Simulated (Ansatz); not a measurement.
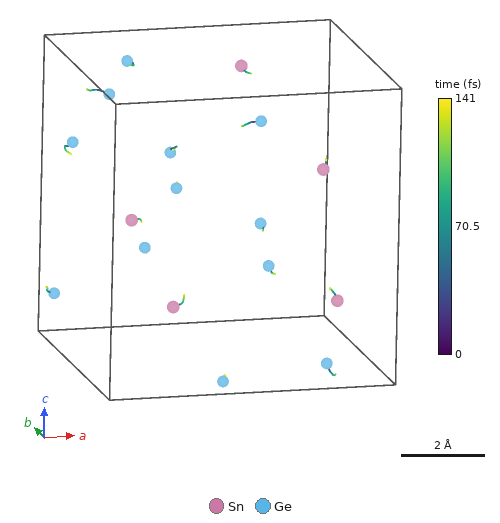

First-principles dynamics of an amorphous cell of composition Sn$_{5}$Ge$_{12}$ (17 atoms in the cell), 141 fs long. It starts from the last geometry of an earlier run, with fresh velocities. Lines trace each atom's path, coloured by time; spheres stand at the starting positions. Seen slightly off an axis in the simulation cell.

The calculation used Ansatz 0.2.0, DFT PBE, scalar-relativistic, plane waves, PAW. Settings: plane-wave cutoff 420 eV; k-point mesh 1 × 1 × 1; Fermi-Dirac smearing 0.05 eV; volume 0.96 times that of the relaxed crystal; set temperature 300 K; time step 3 fs.

> What do the traces tell about the motion?

In the second half of the run the atoms are, in the root-mean-square, this far from where they began (common drift taken out): Ge 0.32 Å, Sn 0.31 Å. The run lasts only 141 fs, too short to tell vibration from diffusion. Over the second half the temperature averages 511 K (spread ±63 K). That is above the set 300 K, because the structure releases potential energy faster than the thermostat removes it. The potential energy is still drifting at the end, so the run hasn't reached equilibrium. The potential energy in the second half lies on average 74.5 meV per atom below the first frame. The mean pressure there is 1.1 GPa.

Limits of the set-up: the periodic images lie only 7.1 Å apart, so the values are limited by the cell's size.

The run took 2 min on 2 threads of Arm Neoverse V2 (shared host), peak memory 0.63 GiB.
